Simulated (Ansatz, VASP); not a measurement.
**Re (Rhenium) in two plane-wave programs**

Wanted: the spread between two codes on one cell, functional and k mesh. The structure shown is the end of the Ansatz relaxation below.

Program: Ansatz 0.2.0. Level of theory: plane waves, with VASP 6.6.1 beside it; single point at PBE. Results are calculated unless marked as measured.

### Step 1. Set-up

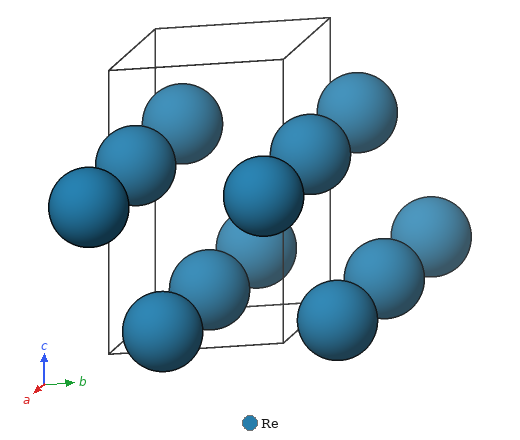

Start, viewed slightly off an axis; rhenium blue. 3×2×1 cells are drawn.

### Step 2. Ansatz: relaxation, PBE

Ansatz runs on its default PAW (the set named soft_2) files.

This run makes the geometry at which the two programs are then compared.

File input.yaml:

```yaml
crystal:
  lattice:
    - [2.7608, 0.0, 0.0]
    - [-1.3804, 2.3909229348, 0.0]
    - [0.0, 0.0, 4.4582]
  atoms:
    - { symbol: Re, position: [0.3333333333, 0.6666666667, 0.25] }
    - { symbol: Re, position: [0.6666666667, 0.3333333333, 0.75] }
kpoints:
  mp_grid: { grid: [18, 18, 10] }
scf:
  occupations: { method: fermi_dirac, width: 0.08 }
hamiltonian:
  xc: pbe
  pseudopotentials: { kind: paw }
output:
  forces: true
relax:
  f_tol: 0.01
  max_steps: 50
  cell: {}
```

Run with:

```bash
$ ansatz run input.yaml --threads 4 --pin off --max-ram 8192MiB --backend cpu --events-out ev --progress --plain --runs-dir out
```

Numbers of over 12 decimals in the logs are rounded to 6 here.

Output:

```text
Engine: ansatz 0.2.0, aarch64-unknown-linux-gnu
Pseudopotentials: kind: paw
Pseudopotential: Re, paw, valence charge 15, recommended cutoff 420 eV (normal), Re.paw.azcp
Functional definition: PBE
  parameter kappa = 0.804
  parameter beta = 0.066725
  exchange = pbe_x(kappa = kappa, mu = beta*pi^2/3)
  correlation = pbe_c(beta = beta)
Crystal: 2 atoms, lattice volume = 29.428 Å³
Basis set: ecut = 420 eV, 573 PW (Γ), exchange–correlation on 40×40×60 points (8 copies of the dense FFT grid, shifted against one another)
Bands: 19, of which v1, the nominal top of the filled ones, is band 15 counted from 1 (14 counted from 0)
Symmetry: 24 space group operations
Space group: P63/mmc (ITA 194), of the structure as read, at distance tolerance 3.1e-5 Å
k-points: 222 of 3240
Non-local potential: Re, projectors of the file, l = 0: 3, l = 1: 2, l = 2: 2, l = 3: 1
PAW form: soft (Blöchl's): semilocal exchange-correlation on the pseudo side does not see the compensation charge
PAW one-centre angular grid: Re, 590 points (default); XC on 64 Gauss nodes
Initial density: superposition of atomic densities (neutral atoms: chi_scale 0, normalization atom), corrected by the library's trained network
Initial wavefunctions: pseudopotential atomic-orbital guess
Functional: x = pbe(κ = 0.804, μ = 0.219515), c = pbe(β = 0.066725)
SCF iter   1: F=—  HF=-21736.157778 eV  |F-HF|=—  |Δ(HF+E_count)|=         —  Δρ=7.82e-3  dr2=6.16e-3  ethr=1.77e-3  ⟨swp⟩=5.3  Hψ=18910  notcnv=0
preconditioner: auto → none  [metal: Δε(μ)=0.004 eV  Ē_g=6.109 eV  σ=0.080 eV  W_gap=0.01  n_scr=8 (ndim 8)  ℏωp=25.6 eV  f_vac=0.000  D(μ)=1.66/eV (n_scr^D=22)  sad-step TF]
SCF iter   2: F=—  HF=-21736.160261 eV  |F-HF|=—  |Δ(HF+E_count)|=   2.48e-3  Δρ=4.68e-3  dr2=2.33e-3  ethr=2.05e-5  ⟨swp⟩=1.4  Hψ=6403  notcnv=0
SCF iter   3: F=—  HF=-21736.161365 eV  |F-HF|=—  |Δ(HF+E_count)|=   1.10e-3  Δρ=2.49e-4  dr2=6.32e-6  ethr=7.75e-6  ⟨swp⟩=2.3  Hψ=5637  notcnv=0
SCF iter   4: F=—  HF=-21736.161324 eV  |F-HF|=—  |Δ(HF+E_count)|=   4.09e-5  Δρ=6.18e-5  dr2=6.42e-7  ethr=2.11e-8  ⟨swp⟩=2.0  Hψ=7077  notcnv=0
iter 5 did not close the SCF: its close was put off for the readings that it lacked (scf_convergence_deferred on its scf_iter line)
SCF iter   5: F=-21736.161324 eV  HF=-21736.161324 eV  |F-HF|=2.67e-9  |Δ(HF+E_count)|=   1.21e-7  Δρ=1.11e-5  dr2=1.79e-8  ethr=2.14e-9  ⟨swp⟩=2.4  Hψ=7223  notcnv=0
SCF iter   6: F=-21736.161324 eV  HF=-21736.161324 eV  |F-HF|=3.64e-11  |Δ(HF+E_count)|=   1.11e-9  Δρ=2.82e-6  dr2=6.60e-10  ethr=5.98e-11  ⟨swp⟩=2.0  Hψ=13816  notcnv=0
SCF 1 converged in 6 iterations: F = -21736.161324 eV  dr2 = 6.60e-10
  greatest PAW one-centre occupation: 1.000 electrons in one spin orbital (limit 2), on the Re atom at site 1 (counted from 0), in its partial waves of l = 0
relax step   1: F+E_penalty+E_count = -21736.16132401 eV  Δ(F+E_penalty+E_count) = +0.000e0 eV  max|allowed force component| = 7.864e-17 eV/Å  Δτ_max = 0.0000 Å  P = +6.098 GPa  Ω = 29.428 Å³  (6 SCF iters, dr2 threshold 1.00e-7 eV, accepted)
[...]
relax step   2: F+E_penalty+E_count = -21736.11757180 eV  Δ(F+E_penalty+E_count) = +4.375e-2 eV  max|allowed force component| = 1.457e-16 eV/Å  Δτ_max = 0.0000 Å  P = -13.123 GPa  Ω = 31.107 Å³  energy of the carried Pulay correction = -1.748e-3 eV  (6 SCF iters, dr2 threshold 2.00e-7 eV, rejected (line search))
[...]
relax step   3: F+E_penalty+E_count = -21736.16972064 eV  Δ(F+E_penalty+E_count) = -8.397e-3 eV  max|allowed force component| = 7.401e-17 eV/Å  Δτ_max = 0.0000 Å  P = -0.408 GPa  Ω = 29.941 Å³  energy of the carried Pulay correction = -5.440e-4 eV  (6 SCF iters, accepted)
[...]
relax step   4: F+E_penalty+E_count = -21736.16979836 eV  Δ(F+E_penalty+E_count) = -7.772e-5 eV  max|allowed force component| = 1.133e-16 eV/Å  Δτ_max = 0.0000 Å  P = -0.011 GPa  Ω = 29.908 Å³  energy of the carried Pulay correction = -5.096e-4 eV  (6 SCF iters, dr2 threshold 2.00e-7 eV, accepted)
[...]
relax step   5: F+E_penalty+E_count = -21736.17030617 eV  Δ(F+E_penalty+E_count) = -5.078e-4 eV  max|allowed force component| = 1.156e-16 eV/Å  Δτ_max = 0.0000 Å  P = -0.011 GPa  Ω = 29.908 Å³  stress off target by 1.59e-2 GPa  SCF on the basis re-selected at this cell (its energy is not comparable with the rows above)  (6 SCF iters)
basis re-selected at this cell: Δ(F+E_penalty+E_count) = -5.078e-4 eV, ΔP = +0.000 GPa vs the last step (what re-selecting the basis moved, of the pressure what is left beyond the Pulay correction that the steps carried, after the strain that the cell walked since its last selection, with what the two solves' SCF thresholds leave and, on support functions, any second-order correction that the steps lacked; it is no m [...]
SCF converged after 6 iterations
Free energy (F): -21736.170306 eV
Harris-Foulkes:  -21736.170306 eV  (|F-HF|=0.00e0)
Internal energy: -21736.134530 eV  (E = F + TS)
E sigma→0 (E₀):  -21736.152418 eV
Entropy (-TS):   -0.035777 eV (-17.888 meV/atom)
Fermi energy:    23.534174 eV
--- Per-component energies (eV) ---
  E_band       = -155.750377
  E_kinetic    = 1081.104640
  E_local      = -1541.839487  (includes V_loc(G=0)·N_el)
  E_nonlocal   = 96.865176
  E_hartree    = 551.349507
  E_xc         = -807.708081
  E_vxc        = -607.837694  (∫ρ·V_xc dr)
  E_paw        = -17317.851270  (= ΣΔE_a)
  E_vpaw       = -286.741880  (= ΣTr[D̂ρ^β])
  E_aug_tail   = -0.000151  (compensation charges beyond the density's cutoff)
  E_ewald      = -3798.054864
  E_smearing   = -0.035777  (= −TS)
  E_closure    = 0.000000  (closes the sum)
  Σ components = -21736.170306   (vs F -21736.170306, Δ=0.00e0)
--- Forces (eV/Å), atoms counted from 1 ---
  atom   1  Re    -0.00000000     0.00000000    -0.00000000
  atom   2  Re    -0.00000000    -0.00000000     0.00000000
  max |Σ_I F_I| component: 1.85e-17 eV/Å
--- Stress (GPa, compression-positive) ---
       -0.015937       0.000000      -0.000000
        0.000000      -0.015937       0.000000
       -0.000000       0.000000      -0.000353
  P = ⅓ Tr σ = -0.0107 GPa (-0.107 kbar)
--- Relaxed structure (4 steps of the walk, 3 accepted, 1 SCFs on fresh bases) ---
  F+E_penalty+E_count = -21736.17030617 eV   max|allowed force component| = 1.156e-16 eV/Å   (the final SCF, on the basis selected at the relaxed cell)
  cell:  # Å, volume = 29.9079 Å³
    - [2.775884, 0.0, 0]
    - [-1.387942, 2.403986, 0]
    - [0, 0, 4.481806]
  atoms:
    - { symbol: Re, position: [0.333333, 0.666667, 0.25] }
    - { symbol: Re, position: [0.666667, 0.333333, 0.75] }
```

### Step 3. VASP: single point, PBE

The same cell, functional, mesh and smearing now go to VASP, with its own data sets and cutoff.

Lines of VASP's logs that name or quote its potential files are left out, and so is its time.

File INCAR:

```
SYSTEM = Re
PREC = Accurate
ENCUT = 400
EDIFF = 1E-06
NELM = 100
ISMEAR = -1
SIGMA = 0.08
LREAL = .FALSE.
ALGO = Normal
GGA = PE
NBANDS = 13
LASPH = .TRUE.
LORBIT = 11
LWAVE = .FALSE.
LCHARG = .FALSE.
KPAR = 2
ISIF = 2
```

File POSCAR:

```
Re
1.0
    2.7758844356      0.0000000000      0.0000000000
   -1.3879422178      2.4039864392      0.0000000000
    0.0000000000      0.0000000000      4.4818061040
Re
2
Direct
    0.3333333333      0.6666666667      0.2500000000
    0.6666666667      0.3333333333      0.7500000000
```

File KPOINTS:

```
Automatic mesh
0
Gamma
18 18 10
0 0 0
```

PAW data sets: Re (PBE family, release 64).

Run with:

```bash
$ mpirun -np 2 vasp_std
```

Output:

```text
[banner, memory and clock lines left out]
running    2 mpi-ranks, on    1 nodes
 distrk:  each k-point on    1 cores,    2 groups
 distr:  one band on    1 cores,    1 groups

 POSCAR found type information on POSCAR Re
 POSCAR found :  1 types and       2 ions
 LDA part: xc-table for (Slater+PW92), standard interpolation
 POSCAR, INCAR and KPOINTS ok, starting setup
 FFT: planning ... GRIDC
 FFT: planning ... GRID_SOFT
 FFT: planning ... GRID
 WAVECAR not read
 entering main loop
       N       E                     dE             d eps       ncg     rms          rms(c)
DAV:   1     0.134077896602E+02    0.13408E+02   -0.60310E+03 11526   0.119E+03
DAV:   2    -0.251049693460E+02   -0.38513E+02   -0.33924E+02  9615   0.259E+02
DAV:   3    -0.262783653750E+02   -0.11734E+01   -0.10792E+01 10099   0.488E+01
DAV:   4    -0.262957353227E+02   -0.17370E-01   -0.16908E-01  9241   0.388E+00
DAV:   5    -0.262960385997E+02   -0.30328E-03   -0.30310E-03  9737   0.786E-01    0.415E+01
DAV:   6    -0.252298562079E+02    0.10662E+01   -0.91986E-01 10003   0.272E+01    0.166E+01
DAV:   7    -0.248795255491E+02    0.35033E+00   -0.61018E-01 10197   0.215E+01    0.700E-01
DAV:   8    -0.248664664070E+02    0.13059E-01   -0.91159E-03 10791   0.117E+00    0.225E-01
DAV:   9    -0.248657178723E+02    0.74853E-03   -0.46000E-04 10933   0.254E-01    0.389E-02
DAV:  10    -0.248657356727E+02   -0.17800E-04   -0.38726E-05  9405   0.469E-02    0.103E-02
DAV:  11    -0.248657371587E+02   -0.14860E-05   -0.21922E-07  5683   0.232E-02    0.326E-03
DAV:  12    -0.248657365745E+02    0.58422E-06   -0.23367E-07  4967   0.109E-02
   1 F= -.24865737E+02 E0= -.24847791E+02  d E =-.358907E-01
```

OUTCAR, selected parts (step 3):

```text
ion  position               nearest neighbor table
   1  0.333  0.667  0.250-   2 2.76   2 2.76   2 2.76   2 2.76   2 2.76   2 2.76
   2  0.667  0.333  0.750-   1 2.76   1 2.76   1 2.76   1 2.76   1 2.76   1 2.76

  LATTYP: Found a hexagonal cell.
 ALAT       =     2.7758844356
 C/A-ratio  =     1.6145506803

 Subroutine GETGRP returns: Found 24 space group operations
 (whereof 12 operations were pure point group operations)

The static configuration has the point symmetry D_3d.
 The point group associated with its full space group is D_6h.

 Found    222 irreducible k-points:

   k-points           NKPTS =    222   k-points in BZ     NKDIM =    222   number of bands    NBANDS=     13

   dimension x,y,z NGX =    18 NGY =   18 NGZ =   30
   dimension x,y,z NGXF=    36 NGYF=   36 NGZF=   60

   ENCUT  =  400.0 eV  29.40 Ry    5.42 a.u.   4.53  4.53  7.31*2*pi/ulx,y,z

   NELECT =      14.0000    total number of electrons

 k-points in reciprocal lattice and weights: Automatic mesh
   0.00000000  0.00000000  0.00000000       0.000
   0.05555556 -0.00000000  0.00000000       0.002
   0.11111111 -0.00000000  0.00000000       0.002
   0.16666667 -0.00000000  0.00000000       0.002
   0.22222222 -0.00000000  0.00000000       0.002
   0.27777778  0.00000000  0.00000000       0.002
   0.33333333  0.00000000  0.00000000       0.002
   0.38888889 -0.00000000  0.00000000       0.002
   0.44444444 -0.00000000  0.00000000       0.002
[...]
0.33333333  0.27777778  0.50000000       0.004
   0.33333333  0.33333333  0.50000000       0.001

 average (electrostatic) potential at core
       1 -39.3644       2 -39.3644

 E-fermi :   7.6807

 k-point     1 :       0.0000    0.0000    0.0000
  band No.  band energies     occupation
    ...
      3       6.1485      2.00000
      4       6.1485      2.00000
      5       6.1511      2.00000
      6       6.9638      1.99974
      7       6.9638      1.99974
      8       7.8719      0.16787
      9       7.8719      0.16787
     10       8.2743      0.00120
     11      10.9759      0.00000
     12      10.9759      0.00000
    ...

 k-point     2 :       0.0556   -0.0000    0.0000
  band No.  band energies     occupation
    ...
      4       6.2619      2.00000
      5       6.4671      2.00000
      6       6.8743      1.99992
      7       7.0708      1.99902
      8       7.6151      1.38821
      9       7.7753      0.46922
     10       7.9647      0.05585
     11      11.0412      0.00000
     12      11.5505      0.00000
     13      17.4847      0.00000

 k-point     3 :       0.1111   -0.0000    0.0000
  band No.  band energies     occupation
    ...
      6       6.7143      1.99999
      7       6.8660      1.99992
      8       7.3875      1.95009
      9       7.5213      1.75998
     10       7.7331      0.68357
     11      11.2042      0.00000
     12      12.7197      0.00000
     13      17.4381      0.00000

  Total       -0.0883299     -0.0883299     -0.1209239      0.0000000     -0.0000000      0.0000000
  in kB       -4.7318604     -4.7318604     -6.4779307      0.0000000     -0.0000000      0.0000000
  external PRESSURE =      -5.3138839 kB  Pullay stress =       0.0000000 kB

  energy-cutoff  :      400.00
  volume of cell :       29.91
      direct lattice vectors                 reciprocal lattice vectors
     2.775884436  0.000000000  0.000000000     0.360245545  0.207987862  0.000000000
    -1.387942218  2.403986439  0.000000000     0.000000000  0.415975724  0.000000000
     0.000000000  0.000000000  4.481806104     0.000000000  0.000000000  0.223124334

 POSITION                                       TOTAL-FORCE (eV/Angst)
 -----------------------------------------------------------------------------------
     -0.00000      1.60266      1.12045         0.000000      0.000000      0.000000
      1.38794      0.80133      3.36135        -0.000000      0.000000      0.000000
 -----------------------------------------------------------------------------------
    total drift:                               -0.000000      0.000000     -0.000000

  FREE ENERGIE OF THE ION-ELECTRON SYSTEM (eV)
  ---------------------------------------------------
  free  energy   TOTEN  =       -24.8657365745 eV

  energy  without entropy=      -24.8298458704  energy(sigma->0) =      -24.84779122

 total charge
# of ion       s       p       d       tot
------------------------------------------
    1        0.619   0.661   4.815   6.095
    2        0.619   0.661   4.815   6.095
--------------------------------------------------
tot          1.237   1.322   9.630  12.189

[... 3 further parts left out ...]
```

The run ends at a pressure of -0.53 GPa.

### Step 4. Comparison

Known differences besides the PAW data sets themselves: the data sets hold 30 valence electrons in Ansatz (default PAW (the set named soft_2) files) and 14 in VASP; the cutoff is 420 eV in Ansatz and 400 eV in VASP; Ansatz's pressure holds a Pulay correction, VASP's none. Total energies have different zeros and are not compared.

The two programs side by side:

```csv
quantity,Ansatz,VASP,difference
pressure (GPa),-0.01,-0.53,+0.52
```

### Step 5. Looking for the cause

How far does this hang on the set-up? Further runs change one program's set-up at a time, as the table lists.

```csv
run,difference in pressure (GPa)
as above,0.52
VASP with the data sets Re_sv_GW and a cutoff of 520 eV,2.2
```

### Step 6. Outcome

| Item | Value |
| --- | --- |
| difference in pressure (single point, PBE) | 0.52 GPa |

In words: The difference in pressure is 0.52 GPa (single point, PBE), within the 1 GPa picked in this series as the mark of a large difference. For single point, PBE: no further run halves the difference in pressure (one raises it to 2.2 GPa). How closely two codes agree says nothing of how well the functional describes the real material.

[Lines on the potential files, build, host, timing and source positions are cut from VASP's logs without a mark.]

[Logs are printed without paths, hosts, clocks, repeated set-up lines and the standing remarks that a program may print on its own settings, such as how far it seeks lower states.]

[Hosts, paths, dates, database ids (printed as entryN), source tags and the programs' standing remarks are cut or masked in the printed files.]
